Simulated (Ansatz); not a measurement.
**Ab initio dynamics of molten SrBr2 (117 atoms)**

What local order and mobility does SrBr2 (117 atoms) show in DFT dynamics?

Method: Kohn-Sham DFT, PBE+D3(BJ), PAW (set soft_2), plane waves, in Ansatz 0.2.0.

### Step 1. The starting structure

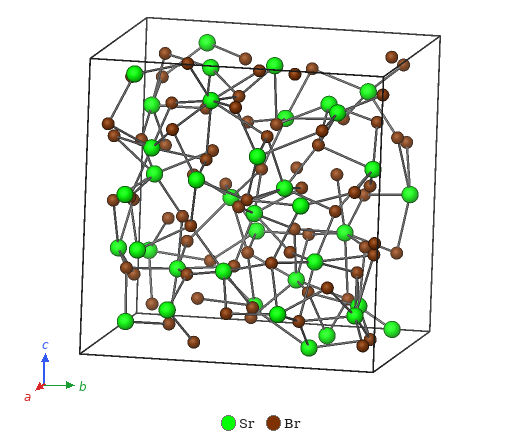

The cell as given, slightly off an axis (strontium green, bromine brown). Bonds to atoms that aren't drawn are left out.

The cell holds 117 atoms: 39 Sr and 78 Br. Its edges and angles: a = 16.326 Å, b = 16.326 Å, c = 16.326 Å, α = 90.0°, β = 90.0°, γ = 90.0°. 117 atoms (39 Sr, 78 Br) packed at random in a cube at 3.68 g/cm³ and pushed apart as soft spheres, cations and anions kept from their own kind; a start for melting by ab initio MD, not an equilibrated structure. The density is the measured one of the melt at 950 K (3.6822 g/cm³).

Limits known from the start: Only the Γ point is sampled, in a cell whose shortest periodic width is 16 Å.

### Step 2. Single point at the start

A single point comes first, to see the forces before anything moves.

input.yaml reads:

```yaml
crystal:
  lattice:
    - [16.3262, 0.0, 0.0]
    - [0.0, 16.3262, 0.0]
    - [0.0, 0.0, 16.3262]
  atoms:
    - { symbol: Sr, position: [0.97759, 0.13059, 0.54468] }
    - { symbol: Sr, position: [0.28892, 0.70516, 0.00761] }
    - { symbol: Sr, position: [0.18695, 0.7972, 0.82443] }
    - { symbol: Sr, position: [0.82497, 0.25914, 0.14085] }
    [... 107 atom lines left out ...]
    - { symbol: Br, position: [0.07571, 0.69479, 0.71109] }
    - { symbol: Br, position: [0.63782, 0.51401, 0.13887] }
    - { symbol: Br, position: [0.03176, 0.76664, 0.45193] }
    - { symbol: Br, position: [0.40696, 0.85597, 0.53952] }
    - { symbol: Br, position: [0.07593, 0.54211, 0.53594] }
    - { symbol: Br, position: [0.61339, 0.77943, 0.47757] }
kpoints:
  mp_grid: { grid: [1, 1, 1] }
hamiltonian:
  xc: pbe
  dispersion: d3bj
scf:
  occupations: { method: fermi_dirac, width: 0.122 }
output:
  forces: true
```

Command:

```sh
> ansatz run input.yaml --threads 32 --pin off --max-ram 143360MiB --backend cuda --events-out ev --progress --plain --runs-dir out
```

Elapsed: 2.3 s, on 1 × NVIDIA GB200 with 32 threads of Arm Neoverse V2, shared host; peak memory 1.9 GiB; 6.3 s of CPU time.

That memory is the host's; the program planned up to 8.6 GiB on the GPU. Forces of this run were stored rounded, and per-atom blocks of the log weren't kept.

Read from the output:

| Item | Value |
| --- | --- |
| free energy | -355515.1076 eV |
| free energy per atom | -3038.5907 eV/atom |
| SCF cycles | 11 |
| r.m.s. force component | 0.676 eV/Å |
| longest force | 2.791 eV/Å |
| Fermi energy | 3.794 eV |

The r.m.s. force component of 0.68 eV/Å sets the starting point.

Length of the force by element:

```tsv
element	coordination	atoms	mean length of the force (eV/Å)	spread	least	most
Br	all	78	0.727	0.355	0.086	1.62
Sr	all	39	1.58	0.565	0.297	2.79
```

### Step 3. Melting at 1420 K

The random start is held at a high temperature, to make it forget its packing.

input.yaml: that of step 2 with these lines changed.

```diff
@@ -16 +16,8 @@
   forces: true
+md:
+  timestep: 3
+  n_steps: 300
+  ensemble: nvt_langevin
+  temperature: 1420
+  initial_velocities: maxwell_boltzmann
+  seed: 8623
```

Wall time 3.4 min (1 × NVIDIA GB200 with 32 threads); peak memory 1.9 GiB.

That memory is the host's.

The program notes that it switched symmetry off.

Rows from the run:

```tsv
time (fs)	T (K)	potential (meV/atom)
0.0	1408	0.0
60.0	1663	-77.0
120.0	1772	-157.8
180.0	1923	-215.5
240.0	1597	-255.1
300.0	1653	-260.1
360.0	1493	-291.8
420.0	1573	-307.9
480.0	1388	-319.5
540.0	1348	-338.3
600.0	1461	-341.6
660.0	1613	-329.9
720.0	1389	-328.8
780.0	1528	-334.5
840.0	1457	-336.2
900.0	1725	-343.1
```

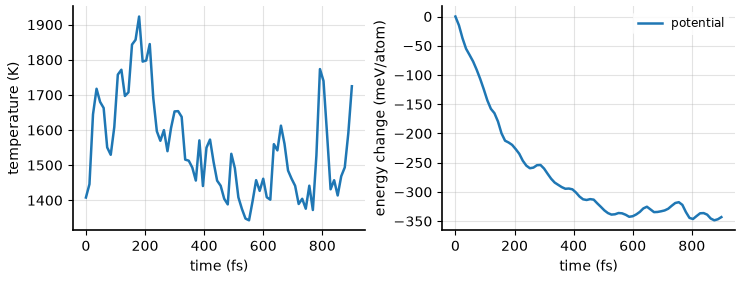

Temperature and energies against time.

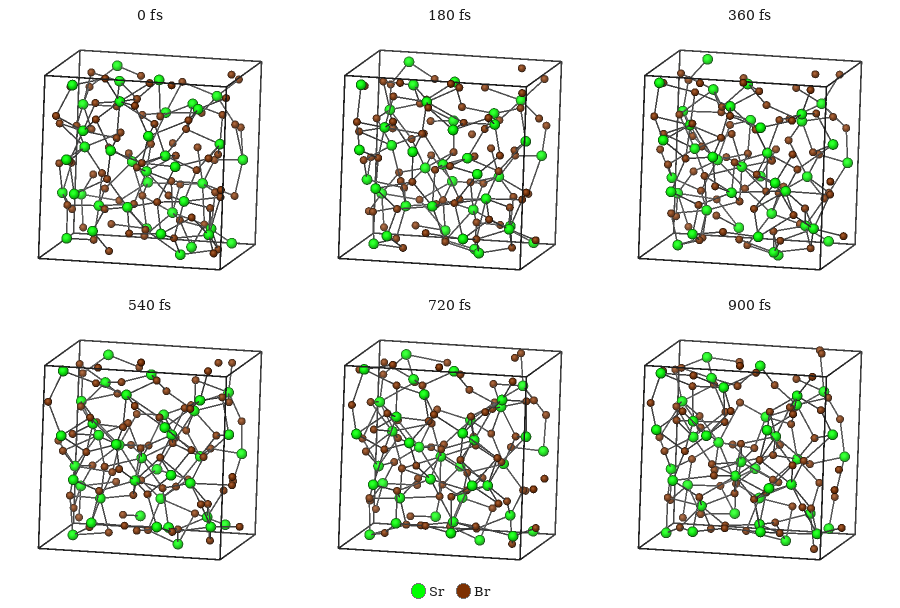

6 frames of the run. Bonds to atoms that aren't drawn are left out.

Mean square displacement from the first frame to the last: Sr 2.4 Å², Br 2.3 Å².

Table of mean square displacement by time lag:

```tsv
time lag (fs)	Br (Å²)	Sr (Å²)
3	4.3e-4	3.9e-4
21	0.0198	0.0178
57	0.122	0.107
75	0.190	0.165
114	0.343	0.292
132	0.408	0.348
150	0.469	0.403
189	0.586	0.517
207	0.635	0.567
243	0.724	0.659
261	0.766	0.701
300	0.852	0.790
318	0.891	0.830
336	0.928	0.871
375	1.01	0.966
393	1.04	1.01
429	1.11	1.11
450	1.15	1.17
```

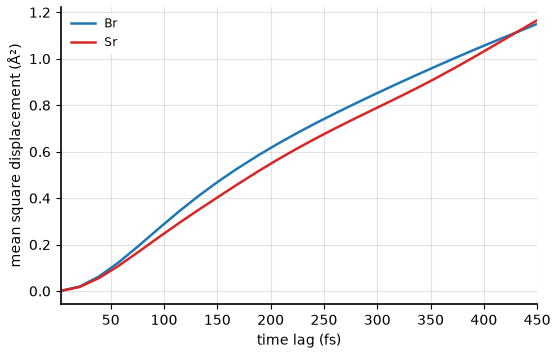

Mean square displacement, plotted against time lag.

Over the second half of 900 fs the temperature averages 1469 K with swings of 103 K r.m.s. From first frame to last Sr has the largest mean square displacement, 2.4 Å² at the end; the farthest move is 3.55 Å. By the end of the lags followed (0.45 ps), the least mobile element has a mean square displacement of 1.2 Å², too little over such short lags to show that the memory of the start is lost. The run spans 0.90 ps, too short for its means to be equilibrium values.

### Step 4. Brought to 950 K

A Langevin thermostat brings the cell to the temperature of interest.

input.yaml reads:

```yaml
crystal:
  lattice:
    - [16.3262, 0.0, 0.0]
    - [0.0, 16.3262, 0.0]
    - [0.0, 0.0, 16.3262]
  atoms:
    - { symbol: Sr, position: [0.95388, 0.06691, 0.64596] }
    - { symbol: Sr, position: [0.28867, 0.67431, 0.98512] }
    - { symbol: Sr, position: [0.06872, 0.81409, 0.77955] }
    - { symbol: Sr, position: [0.83045, 0.26264, 0.08412] }
    [... 107 atom lines left out ...]
    - { symbol: Br, position: [0.05442, 0.65411, 0.67738] }
    - { symbol: Br, position: [0.6541, 0.40747, 0.10271] }
    - { symbol: Br, position: [0.16526, 0.76892, 0.39308] }
    - { symbol: Br, position: [0.41425, 0.83679, 0.57396] }
    - { symbol: Br, position: [0.99294, 0.56783, 0.46112] }
    - { symbol: Br, position: [0.62742, 0.8214, 0.47835] }
kpoints:
  mp_grid: { grid: [1, 1, 1] }
hamiltonian:
  xc: pbe
  dispersion: d3bj
scf:
  occupations: { method: fermi_dirac, width: 0.082 }
output:
  forces: true
md:
  timestep: 3
  n_steps: 310
  ensemble: nvt_langevin
  temperature: 950
  initial_velocities: maxwell_boltzmann
  seed: 7992
```

Elapsed: 2.9 min, on 1 × NVIDIA GB200 with 32 threads; peak memory 1.7 GiB.

That memory is the host's.

The trajectory, sampled:

```tsv
time (fs)	T (K)	potential (meV/atom)
0.0	942	0.0
60.0	1014	-27.4
132.0	1009	-35.5
186.0	1012	-49.0
240.0	963	-51.1
312.0	1014	-64.3
372.0	884	-57.2
432.0	1002	-63.3
504.0	1001	-64.2
558.0	851	-62.1
612.0	855	-70.7
684.0	1005	-80.5
744.0	875	-81.7
804.0	787	-79.6
876.0	925	-78.5
930.0	1009	-75.0
```

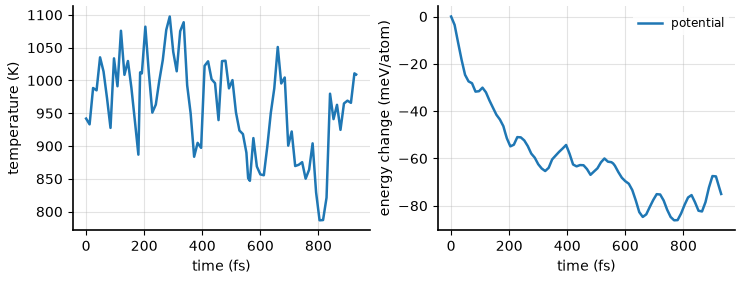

Temperature and energies against time.

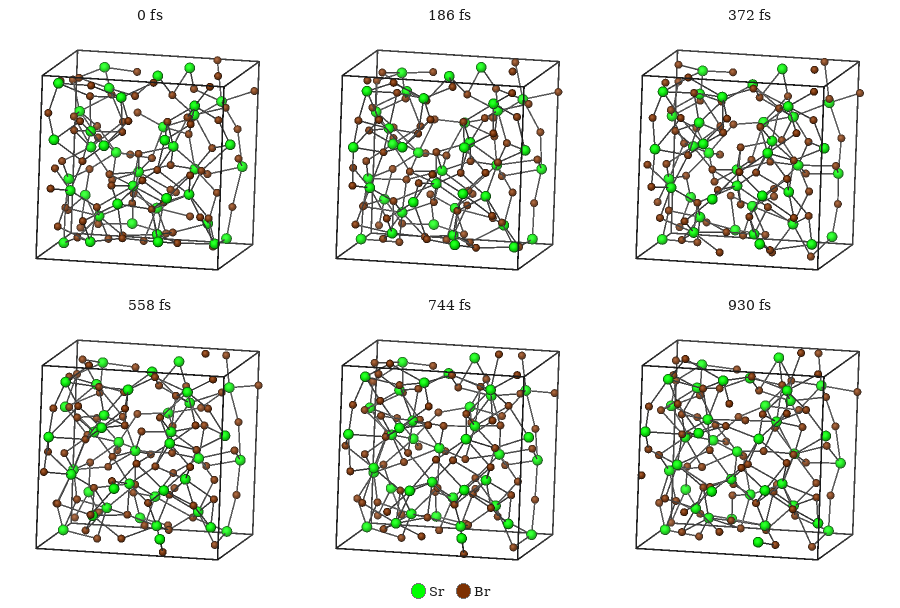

6 frames of the run. Bonds to atoms that aren't drawn are left out.

Mean square displacement from the first frame to the last: Sr 1.1 Å², Br 1.3 Å².

Mean square displacement against time lag:

```tsv
time lag (fs)	Br (Å²)	Sr (Å²)
3	2.6e-4	2.5e-4
60	0.0809	0.0740
99	0.175	0.153
156	0.306	0.248
213	0.413	0.318
252	0.480	0.364
309	0.572	0.435
366	0.656	0.506
405	0.712	0.555
465	0.807	0.635
```

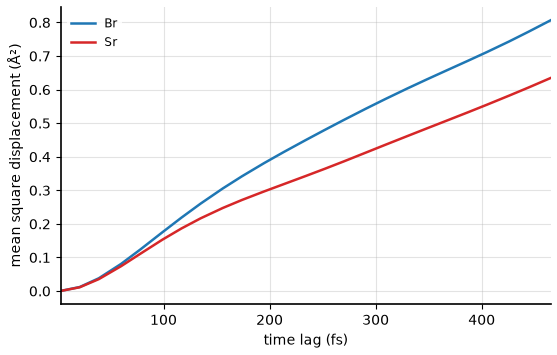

Mean square displacement against time lag.

Over the second half of 930 fs the temperature averages 923 K with swings of 70 K r.m.s. From first frame to last Br has the largest mean square displacement, 1.3 Å² at the end; the farthest move is 2.53 Å. The run spans 0.93 ps, too short for its means to be equilibrium values.

### Step 5. Liquid at 950 K

The hot cell is sampled with a Nosé–Hoover thermostat, which disturbs diffusion little, and with stress on.

input.yaml reads:

```yaml
crystal:
  lattice:
    - [16.3262, 0.0, 0.0]
    - [0.0, 16.3262, 0.0]
    - [0.0, 0.0, 16.3262]
  atoms:
    - { symbol: Sr, position: [0.94169, 0.01769, 0.63104] }
    - { symbol: Sr, position: [0.32721, 0.62177, 0.98788] }
    - { symbol: Sr, position: [0.05697, 0.8096, 0.81] }
    - { symbol: Sr, position: [0.76877, 0.27694, 0.20319] }
    [... 107 atom lines left out ...]
    - { symbol: Br, position: [0.05112, 0.6898, 0.66824] }
    - { symbol: Br, position: [0.63069, 0.44777, 0.1294] }
    - { symbol: Br, position: [0.11977, 0.7521, 0.39402] }
    - { symbol: Br, position: [0.41718, 0.78151, 0.63112] }
    - { symbol: Br, position: [0.997, 0.56282, 0.47527] }
    - { symbol: Br, position: [0.62322, 0.77736, 0.50879] }
kpoints:
  mp_grid: { grid: [1, 1, 1] }
hamiltonian:
  xc: pbe
  dispersion: d3bj
scf:
  occupations: { method: fermi_dirac, width: 0.082 }
output:
  forces: true
  stress: true
md:
  timestep: 3
  n_steps: 1530
  ensemble: nvt_nose_hoover
  temperature: 950
  initial_velocities: maxwell_boltzmann
  seed: 2631
```

Wall time 15 min (1 × NVIDIA GB200 with 32 threads); peak memory 1.8 GiB; 74 min of CPU time.

That memory is the host's.

The program notes that the SCF threshold is loose for the stress.

Rows from the run:

```tsv
time (fs)	T (K)	potential (meV/atom)	conserved (meV/atom)
0.0	950	0.0	0.00
336.0	948	-24.6	-0.01
624.0	1044	-22.8	-0.02
918.0	1008	-26.0	-0.01
1200.0	1063	-36.0	-0.03
1536.0	1130	-25.4	-0.01
1836.0	904	-29.4	-0.01
2160.0	953	-15.2	-0.02
2496.0	968	-19.1	0.00
2754.0	828	-30.3	-0.02
3072.0	964	-21.1	-0.01
3408.0	958	0.4	0.00
3672.0	949	-26.6	-0.01
3984.0	952	-45.2	-0.02
4272.0	987	-19.6	0.00
4590.0	879	-36.8	-0.02
```

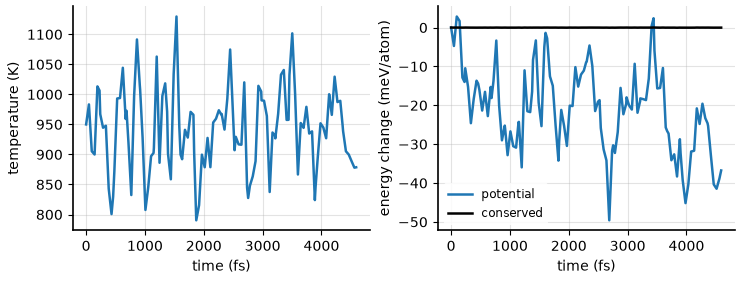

Temperature and energies against time.

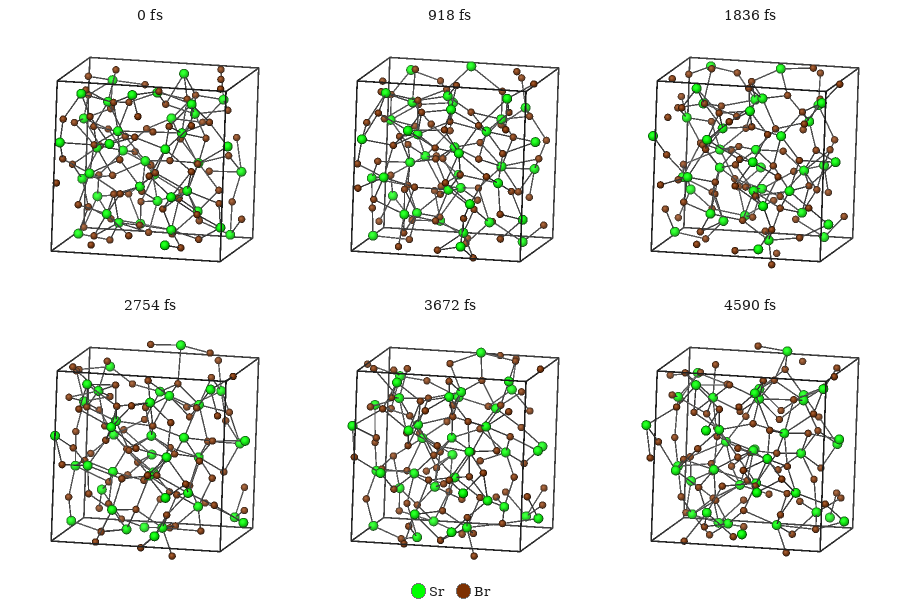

6 frames of the run. Bonds to atoms that aren't drawn are left out.

Mean square displacement from the first frame to the last: Sr 4.7 Å², Br 6.2 Å².

The mean square displacement by time lag:

```tsv
time lag (fs)	Br (Å²)	Sr (Å²)
3	2.6e-4	2.4e-4
96	0.212	0.187
288	0.732	0.622
384	0.908	0.782
576	1.20	1.02
669	1.32	1.12
765	1.44	1.21
957	1.69	1.38
1053	1.81	1.46
1242	2.08	1.62
1338	2.22	1.71
1530	2.48	1.94
1626	2.62	2.06
1722	2.77	2.18
1911	3.07	2.44
2007	3.23	2.55
2199	3.55	2.71
2295	3.69	2.77
```

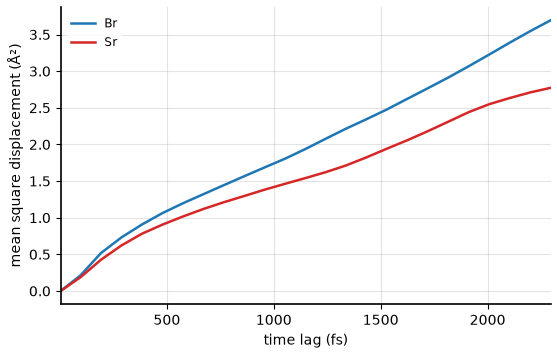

Mean square displacement against time lag.

The vibrational density of states has structure finer than the step of the table below, so its rows give means over 100 cm⁻¹, whole bins alone (the curve runs from 0 to 1498 cm⁻¹). Peaks (cm⁻¹: height): Br 59.0: 5.63, 90.8: 5.71; Sr 54.5: 2.32, 118.0: 1.95.

From 1225 steps of 3.0 fs, resolution about 9 cm-1. The vibrational density of states by wavenumber; means over each step; values in 1e-3 per cm⁻¹:

```tsv
wavenumber (cm⁻¹)	Br	Sr
100	4.29	1.92
200	0.582	0.548
300	0.0307	0.0281
400	0.00316	0.00271
500	3.8e-4	3.2e-4
600	4.2e-5	4.4e-5
```

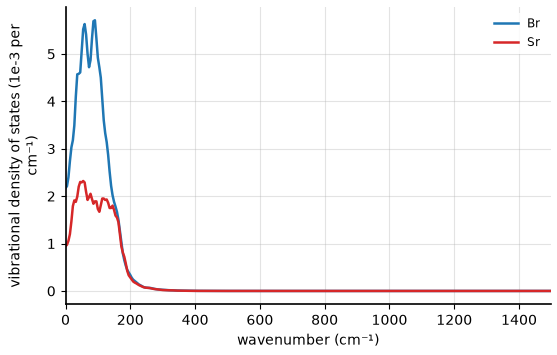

Vibrational density of states, plotted against wavenumber.

Over the second half of 4590 fs the temperature averages 951 K with swings of 63 K r.m.s. The conserved energy stays within 0.04 meV/atom. From first frame to last Br has the largest mean square displacement, 6.2 Å² at the end; the farthest move is 5.58 Å. By the end of the lags followed (2.29 ps), the least mobile element has a mean square displacement of 2.8 Å². The slope of the later half of the mean square displacement gives diffusion coefficients of about 2.6e-5 cm²/s (Br) and 1.9e-5 cm²/s (Sr); over so short a run these are rough. The most distinct maxima of the vibrational density of states (Br) lie at 59 and 91 cm⁻¹, the highest at 90.8 cm⁻¹. The run spans 4.59 ps, short against slow rearrangements.

### Step 6. Distances and neighbours late in the run

The g(r) is a mean over the second half; what follows it is taken at the last frame.

Density 3.68 g/cm³, 37.19 Å³ an atom.

Mean of 14 frames. Pair distribution functions g(r), in bins of 0.2 Å:

```tsv
r (Å)	total	Br-Br	Br-Sr	Sr-Sr
2.60	0.06	0.00	0.14	0.00
2.80	0.85	0.00	1.91	0.00
3.00	1.99	0.03	4.45	0.00
3.20	1.77	0.23	3.75	0.02
3.40	1.32	0.78	2.19	0.00
3.60	1.23	1.63	1.12	0.02
3.80	1.29	2.15	0.74	0.10
4.00	1.15	2.05	0.48	0.21
4.20	1.08	1.85	0.44	0.53
4.40	0.93	1.39	0.41	1.21
4.60	0.88	1.11	0.43	1.69
4.80	0.82	0.89	0.48	1.93
5.00	0.83	0.83	0.53	2.03
5.20	0.82	0.73	0.63	1.90
5.40	0.87	0.76	0.73	1.90
5.60	0.94	0.84	0.87	1.61
5.80	0.99	0.92	0.99	1.31
6.00	1.08	1.00	1.13	1.20
6.20	1.07	0.95	1.26	0.83
6.40	1.04	0.88	1.27	0.74
6.60	1.05	0.91	1.29	0.59
6.80	1.06	0.89	1.33	0.62
7.00	1.04	0.97	1.23	0.60
7.20	1.04	1.02	1.15	0.64
7.40	1.01	1.08	1.03	0.62
7.60	0.99	1.07	1.00	0.65
7.80	1.02	1.14	0.95	0.84
```

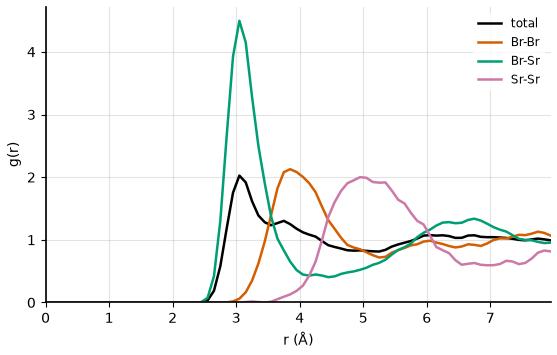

Pair distribution functions, lightly smoothed.

Bonds by pair of elements; cutoffs follow the first minimum of g(r), held within bounds set by covalent radii, and pairs that aren't listed don't count as bonded:

```tsv
pair A-B	cutoff (Å)	bonds	mean length (Å)	spread (Å)	shortest (Å)	B about A	A about B
Br-Sr	4.18	281	3.31	0.34	2.71	3.60	7.21
```

How many atoms have how many bonded neighbours:

```tsv
element	mean	2	3	4	5	6	7	8	9
Br	3.60	2	29	45	2	0	0	0	0
Sr	7.21	0	0	0	0	6	20	12	1
```

Bond angles (no mean is given where the spread exceeds 20°):

```tsv
angle	count	mean (°)	spread (°)
Sr-Br-Sr	379	-	-
```

Bond length by coordination (bonds to H left out):

```tsv
element	coordination	atoms	mean bond length (Å)
Br	2	2	2.88
Br	3	29	3.21
Br	4	45	3.35
Br	5	2	3.52
Sr	6	6	3.21
Sr	7	20	3.27
Sr	8	12	3.39
Sr	9	1	3.39
```

For some of the pairs, g(r) has its first main peak near 3.1 Å (Br-Sr). With the cutoffs above, 58 % of Br atoms have 4 and 51 % of Sr atoms have 7 bonded neighbours. Bonds at Br atoms with 3 neighbours average 3.21 Å, against 3.35 Å at those with 4.

[end of part 1 of 2]

[Logs are printed without paths, hosts, clocks, repeated set-up lines and the standing remarks that a program may print on its own settings, such as how far it seeks lower states.]

[Hosts, paths, dates, database ids (printed as entryN), source tags and the programs' standing remarks are cut or masked in the printed files.]
